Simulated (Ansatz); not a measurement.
# UHF/STO-3G run of AlH2O (SMILES [O][AlH2])

Aim: the electronic atomisation energy of AlH2O at UHF/STO-3G, from 4 runs. 

The calculation is run with Ansatz 0.2.0.

43 further runs of the same task are left out: 1 that didn't finish, 42 set aside as unsound or not needed.

## (1) The system as given

AlH2O has 4 atoms, charge 0, and is taken as a doublet. As SMILES, `[O][AlH2]`. Geometry: relaxed at PBE0-D4/def2-TZVP.

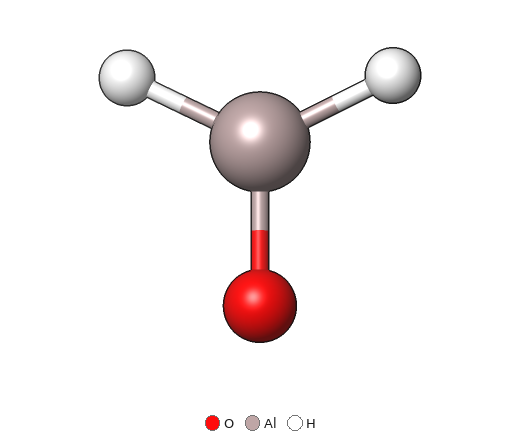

The structure, seen from a chosen angle (oxygen red, aluminium light grey, hydrogen white).

## (2) The energy at UHF/STO-3G

Contents of input.yaml:

```yaml
crystal:
  periodic: [false, false, false]
  atoms:
    - {symbol: O, position_ang: [0.062600, -0.856300, 1.401400]}
    - {symbol: Al, position_ang: [0.011300, 0.029900, -0.080400]}
    - {symbol: H, position_ang: [-1.149600, -0.360800, -1.076000]}
    - {symbol: H, position_ang: [1.131100, 1.126800, -0.265300]}
basis:
  gaussian:
    orbitals: STO-3G
hamiltonian:
  xc: hf
output:
  orbitals: {seedname: orbitals}
magnetization:
  spin_polarized: true
  initial_magnetization: 1
accuracy: high
```

On the command line:

```console
$ ansatz run input.yaml --threads 1 --pin off --max-ram 3480MiB --events-out events.jsonl --progress --plain --runs-dir runs
```

What it wrote:

```text
Warning: RAYON_NUM_THREADS=1 ignored (pool sized by the plan → 1); use --threads N
Functional definition: HF
  name "HF"
  exchange = exact_x
  correlation = 0
267 factors; integrals over basis functions are off by at most 2.5e-8 eV
mean field evaluation 1: about -8536.7860 eV, gradient 2.5e1 eV
mean field evaluation 2: about -8536.7905 eV, gradient 2.5e1 eV
mean field evaluation 4: about -8544.2414 eV, gradient 3.9e0 eV
mean field evaluation 8: about -8544.4936 eV, gradient 1.4e-3 eV
mean field evaluation 16: about -8544.2671 eV, gradient 5.4e-1 eV
mean field evaluation 32: about -8544.3546 eV, gradient 4.3e-1 eV
mean field -8544.49184184 eV, -314.0042835231 hartree, gradient 3.3e-8 eV, S^2 0.756200; 2 other end points of the search recorded, 0 dependent functions left out
reference -8544.49184184 eV, -314.0042835231 hartree; 12, 11 occupied and 4, 5 virtual orbitals, 267 factors
Total energy: -8544.49184184 eV, -314.0042835231 hartree
```

Run time: 0.14 s. Hardware: 1 thread of Arm Neoverse V2, shared host.

## (3) The Al atom

Contents of run.yaml:

```yaml
crystal:
  periodic: [false, false, false]
  atoms:
    - {symbol: Al, position_ang: [0.000000, 0.000000, 0.000000]}
basis:
  gaussian:
    orbitals: STO-3G
magnetization:
  spin_polarized: true
  initial_magnetization: 1
hamiltonian:
  xc: hf
accuracy: high
```

On the command line:

```console
$ ansatz run run.yaml --threads 1 --pin off --max-ram 3480MiB --events-out events.jsonl --progress --plain --runs-dir runs
```

What it wrote:

```text
Warning: RAYON_NUM_THREADS=1 ignored (pool sized by the plan → 1); use --threads N
Functional definition: HF
  name "HF"
  exchange = exact_x
  correlation = 0
42 factors; integrals over basis functions are off by at most 1.7e-9 eV
mean field evaluation 1: about -6499.6647 eV, gradient 7.7e-1 eV
mean field evaluation 2: about -6499.6653 eV, gradient 7.7e-1 eV
mean field evaluation 4: about -6499.6671 eV, gradient 3.6e-6 eV
mean field evaluation 8: about -6499.6667 eV, gradient 3.4e-1 eV
mean field -6499.66714747 eV, -238.8583620369 hartree, gradient 5.8e-9 eV, S^2 0.750003; 0 other end points of the search recorded, 0 dependent functions left out
reference -6499.66714747 eV, -238.8583620369 hartree; 7, 6 occupied and 2, 3 virtual orbitals, 42 factors
Total energy: -6499.66714747 eV, -238.8583620369 hartree
```

Run time: 0.04 s. Hardware: 1 thread of Arm Neoverse V2, shared host.

## (4) The H atom at the same level

run.yaml, as its differences from that of step 3:

```diff
@@ -3,3 +3,3 @@
   atoms:
-    - {symbol: Al, position_ang: [0.000000, 0.000000, 0.000000]}
+    - {symbol: H, position_ang: [0.000000, 0.000000, 0.000000]}
 basis:
```

Run the same way, it converges to -0.46658 Eh (log not shown).

## (5) The O atom

Contents of job.yaml:

```yaml
crystal:
  periodic: [false, false, false]
  atoms:
    - {symbol: O, position_ang: [0.000000, 0.000000, 0.000000]}
basis:
  gaussian: {orbitals: STO-3G}
magnetization: {spin_polarized: true, initial_magnetization: 2}
hamiltonian: {xc: hf}
accuracy: high
```

Run the same way, it converges to -73.80415 Eh (log not shown).

## (6) What came out

Level: UHF/STO-3G.

| quantity | value |
| --- | --- |
| molecule: total energy | -314.00428 Eh |
| molecule: HOMO energy (highest over α and β) | -8.20 eV |
| molecule: LUMO energy (lowest over α and β) | 9.20 eV |
| molecule: ⟨S²⟩ | 0.756 |
| Al atom: total energy | -238.85836 Eh |
| Al atom: ⟨S²⟩ | 0.750 |
| H atom: total energy | -0.46658 Eh |
| H atom: ⟨S²⟩ | 0.750 |
| O atom: total energy | -73.80415 Eh |
| O atom: ⟨S²⟩ | 2.000 |
| electronic atomisation energy | 11.119 eV |

In words: Taking the molecule apart into free atoms costs 11.12 eV (256 kcal/mol), before zero-point energy and without spin-orbit coupling. Hartree–Fock lacks the correlation of the bonding pairs, which as a rule makes this value much too low; in minimal bases other errors can mask that. In a minimal basis such a difference can be off by several eV, whatever the method.
